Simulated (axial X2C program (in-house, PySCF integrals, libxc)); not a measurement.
# WOH⁺: bond lengths and stretches, held linear

How do method and spin–orbit coupling move the bonds and stretches of WOH⁺, held linear?

The runs use an in-house X2C program for linear molecules on PySCF integrals; all-electron X2C, two-component (2c) or spin-free, W dyall-v3z, O dyall-av3z, H dyall-v3z.

All values are calculated.

2 further runs of the same task are left out: 2 set aside as unsound or not needed.

**1. Set-up**

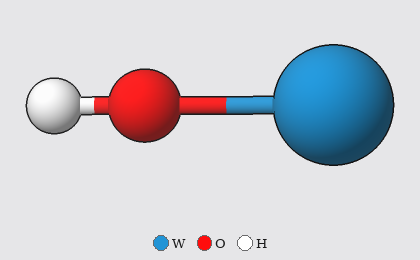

The atoms on one line, bonds 2.000 and 0.960 Å (tungsten blue, oxygen red, hydrogen white).

File task.json:

```json
{
 "zs": [
  74,
  8,
  1
 ],
 "q": 1,
 "bas": [
  "dyall-v3z",
  "dyall-av3z",
  "dyall-v3z"
 ],
 "r0": [
  2.0,
  0.96
 ],
 "symm": 0,
 "scan": [
  "PBE0",
  "HF",
  "TPSSh"
 ],
 "levels": [
  "PBE0",
  "HF",
  "BHandHLYP"
 ],
 "nst": 2
}
```

Keys: zs atomic numbers; q charge; bas basis sets; r0 starting distance in Å; symm equal bonds; scan levels of the two-bond scan (MP2 follows by itself at each HF point); levels methods; nst determinants followed.

Run with:

```
> python solin.py task.json out
```

Masses W 183.951, O 15.995, H 1.008 u.

**2. Scan at PBE0, 2c**

State: Ω = 1 (beyond evenly filled blocks: ω = -3/2, ω = 5/2). Energies above the lowest point, from the job's result record:

```csv
r(W–O) (Å),r(O–H) (Å),E (meV)
1.7257,0.9389,69.31
1.7257,0.9630,53.31
1.7257,0.9871,67.32
1.7700,0.9389,15.16
1.7700,0.9630,0.00
1.7700,0.9871,14.89
1.7700,1.0111,54.97
1.8142,0.9389,49.35
1.8142,0.9630,34.79
1.8142,0.9871,50.32
1.8585,0.9630,139.44
1.8585,1.0111,196.56
```

A quadratic surface with cubic terms in each bond gives the minimum at 1.773 and 0.963 Å, force constants 7.1, 8.29 and coupling 0.10 mdyn/Å.

**3. Scan at HF, 2c**

State: Ω = 1 (beyond evenly filled blocks: ω = -3/2, ω = 5/2). Energies above the lowest point, from the job's result record:

```csv
r(W–O) (Å),r(O–H) (Å),E (meV)
1.7257,0.9389,92.99
1.7257,0.9630,103.25
1.7257,0.9871,143.66
1.7700,0.9389,0.00
1.7700,0.9630,11.43
1.7700,0.9871,53.05
1.7700,1.0111,119.85
1.8142,0.9389,0.89
1.8142,0.9630,13.25
1.8142,0.9871,55.82
1.8585,0.9630,90.02
1.8585,1.0111,201.87
```

A quadratic surface with cubic terms in each bond gives the minimum at 1.791 and 0.942 Å, force constants 6.91, 9.39 and coupling 0.14 mdyn/Å.

**4. Scan at TPSSh, 2c**

State: Ω = 1 (beyond evenly filled blocks: ω = -3/2, ω = 5/2). Energies above the lowest point, from the job's result record:

```csv
r(W–O) (Å),r(O–H) (Å),E (meV)
1.7257,0.9389,87.24
1.7257,0.9630,65.56
1.7257,0.9871,73.71
1.7700,0.9389,20.89
1.7700,0.9630,0.00
1.7700,0.9871,8.99
1.7700,1.0111,43.06
1.8142,0.9389,43.18
1.8142,0.9630,22.84
1.8142,0.9871,32.40
1.8585,0.9630,115.94
1.8585,1.0111,160.91
```

A quadratic surface with cubic terms in each bond gives the minimum at 1.779 and 0.967 Å, force constants 6.91, 8 and coupling 0.09 mdyn/Å.

**5. The levels side by side**

| level | r(W–O) (Å) | r(O–H) (Å) | lower stretch (cm⁻¹) | upper stretch (cm⁻¹) |
| --- | --- | --- | --- | --- |
| PBE0, 2c | 1.773 | 0.963 | 878.8 | 3856.3 |
| HF, 2c | 1.791 | 0.942 | 867.8 | 4101.4 |
| TPSSh, 2c | 1.779 | 0.967 | 867.1 | 3788.8 |
| MP2, 2c | 1.789 | 0.966 | 865.2 | 3806.5 |
| PBE0, spin-free | 1.775 | 0.963 | 879.5 | 3859.3 |
| HF, spin-free | 1.793 | 0.942 | 868.6 | 4102.7 |
| TPSSh, spin-free | 1.782 | 0.967 | 868.5 | 3792.9 |
| MP2, spin-free | 1.791 | 0.966 | 866.7 | 3810.7 |

Scans not shown above were run alike.

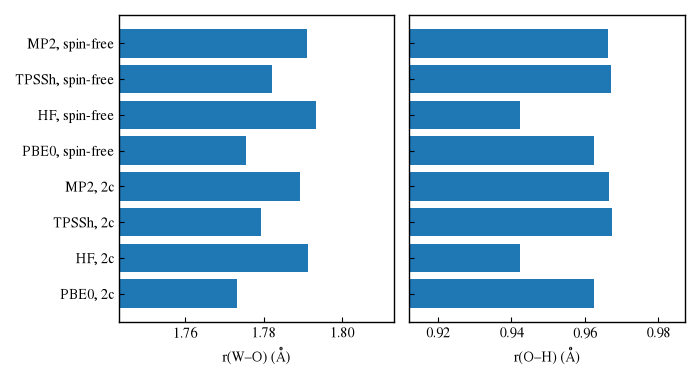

The two bond lengths by level.

**Reading.** Over the levels the W–O bond spans 1.773 to 1.793 Å and the O–H bond 0.942 to 0.967 Å. At PBE0 going from spin-free to two-component moves the bonds by -0.002 and +0.000 Å. Each state is one determinant, the lowest of a limited PBE0 search; the stretches come from a fit to few points and are good to some per cent at best. MP2 freezes inner shells (threshold -2 hartree). The molecule was held linear; bending was not examined, so a bent shape may lie lower. Open-shell Ω = 0 determinants with evenly filled partner blocks cannot be reached by this program, so the Ω shown need not be the lowest component. Note: functional without a current term on a determinant with orbital currents, of the molecule or an atom. Note: several unpaired electrons, one determinant need not be a pure state.
